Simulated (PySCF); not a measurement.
Breaking a bond: BeH, doublet.

Levels: UKS-wB97X-V = unrestricted wB97X-V/6-31G (PySCF); ROKS-CAM-B3LYP = restricted open-shell CAM-B3LYP/6-31G in PySCF; ROKS-TPSSh = restricted open-shell TPSSh/6-31G (PySCF).

Magnitude of the dipole moment (D; its direction can reverse along the curve, and a method can change to another solution) and Mulliken charge of the fragment that holds Be1:

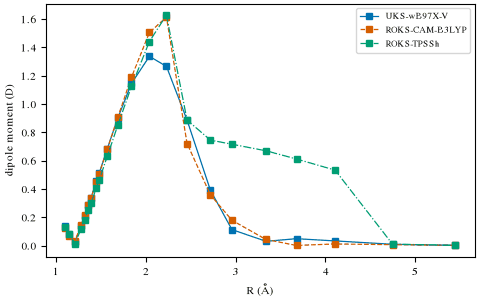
Dipole moment against bond length.

| R / Å | μ UKS-wB97X-V | q UKS-wB97X-V | μ ROKS-CAM-B3LYP | q ROKS-CAM-B3LYP | μ ROKS-TPSSh | q ROKS-TPSSh |
|---|---|---|---|---|---|---|
| 1.10 | 0.14 | 0.08 | 0.12 | 0.06 | 0.13 | 0.08 |
| 1.14 | 0.08 | 0.09 | 0.07 | 0.08 | 0.08 | 0.10 |
| 1.21 | 0.02 | 0.12 | 0.03 | 0.10 | 0.01 | 0.13 |
| 1.28 | 0.14 | 0.13 | 0.15 | 0.12 | 0.12 | 0.15 |
| 1.32 | 0.21 | 0.14 | 0.21 | 0.13 | 0.18 | 0.16 |
| 1.36 | 0.28 | 0.15 | 0.28 | 0.14 | 0.25 | 0.16 |
| 1.39 | 0.34 | 0.15 | 0.34 | 0.14 | 0.30 | 0.17 |
| 1.45 | 0.45 | 0.16 | 0.45 | 0.15 | 0.41 | 0.17 |
| 1.48 | 0.51 | 0.16 | 0.51 | 0.15 | 0.46 | 0.18 |
| 1.57 | 0.68 | 0.16 | 0.68 | 0.16 | 0.63 | 0.18 |
| 1.69 | 0.90 | 0.16 | 0.91 | 0.16 | 0.85 | 0.18 |
| 1.84 | 1.14 | 0.16 | 1.19 | 0.16 | 1.12 | 0.17 |
| 2.04 | 1.34 | 0.14 | 1.50 | 0.16 | 1.44 | 0.16 |
| 2.23 | 1.27 | 0.11 | 1.61 | 0.14 | 1.63 | 0.15 |
| 2.46 | 0.89 | 0.07 | 0.72 | 0.06 | 0.89 | 0.07 |
| 2.72 | 0.39 | 0.02 | 0.36 | 0.02 | 0.74 | 0.05 |
| 2.96 | 0.11 | 0.00 | 0.18 | 0.01 | 0.72 | 0.05 |
| 3.34 | 0.03 | 0.00 | 0.04 | 0.00 | 0.67 | 0.04 |
| 3.68 | 0.05 | 0.00 | 0.00 | 0.00 | 0.61 | 0.03 |
| 4.11 | 0.03 | 0.00 | 0.01 | 0.00 | 0.53 | 0.03 |
| 4.75 | 0.01 | 0.00 | 0.01 | 0.00 | 0.01 | 0.00 |
| 5.45 | 0.00 | 0.00 | 0.00 | 0.00 | 0.00 | 0.00 |
